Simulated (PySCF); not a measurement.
**C₄H₁₁NO₂Si (SMILES CC(=O)O[SiH2]N(C)C): density, localisation and related maps**

```xyz
19

C     3.3583   -0.6763   -0.1309
C     2.3454    0.3933    0.1808
O     2.6151    1.4998    0.5642
O     1.1033   -0.0086   -0.0209
Si   -0.1644    1.0410    0.2260
N    -1.4781    0.1050   -0.3423
C    -2.7800    0.7140   -0.4091
C    -1.5438   -1.3368   -0.2862
H     3.3429   -0.8713   -1.2013
H     3.0914   -1.5957    0.3846
H     4.3495   -0.3491    0.1676
H    -0.1591    1.4034    1.6473
H    -0.0308    2.2016   -0.6465
H    -2.6732    1.7889   -0.5153
H    -3.3318    0.3239   -1.2681
H    -3.3678    0.5135    0.4942
H    -2.1090   -1.6799    0.5878
H    -0.5382   -1.7422   -0.2396
H    -2.0396   -1.7152   -1.1845
```

Geometry: GFN2-xTB.

Theory: PBE0/pcSseg-1, SCF density, gas phase, non-relativistic (PySCF 2.14.0).

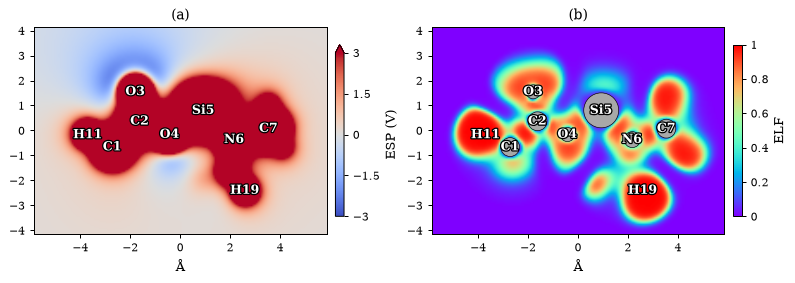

Figure 1. (a) electrostatic potential; (b) ELF on the plane of atoms C2, C1 and H11. Grey discs cover the atomic cores in the ELF map.

> Interpret the plot.

The section cuts through C, O, Si, N and H sites.
C–O (1.20 Å): the ELF peaks at about 0.85 between the atoms: a multiple bond.
C–N (1.44 Å): the ELF peaks at about 0.90 between the atoms, as expected for a covalent bond.
C–C (1.51 Å): the ELF peaks at about 0.95 between the atoms, as expected for a shared electron pair.
Si–O (1.66 Å): the ELF peaks at about 0.90 between the atoms, as expected for a polar covalent bond.
Si–N (1.71 Å): the ELF peaks at about 0.90 between the atoms: a shared but strongly polarised pair.
The ELF also peaks beside O4 and O3, away from the bonds: lone-pair regions.
Outside the dense part of the molecule the potential is most negative (−2.1 V) near O3.

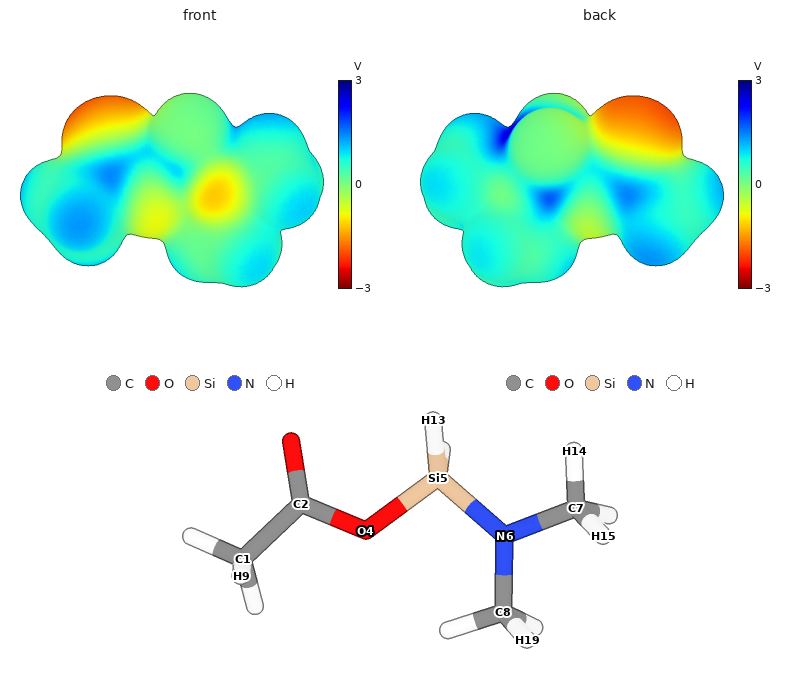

Figure 2. The molecular electrostatic potential painted on the density surface at 0.004 e/bohr³, seen from the front and from behind; red is negative and blue positive. The bare structure is drawn below in the same view.

> Which sites attract a positive test charge, and which a negative one?

A positive charge is drawn to the negative regions and a negative charge to the positive ones. The most negative region (about −1.9 V) lies over O3, the most positive (about +2.2 V) over Si5. O3 is the likeliest acceptor of a hydrogen bond.

> What dipole moment does the calculation give?

Its dipole moment is 2.71 D.
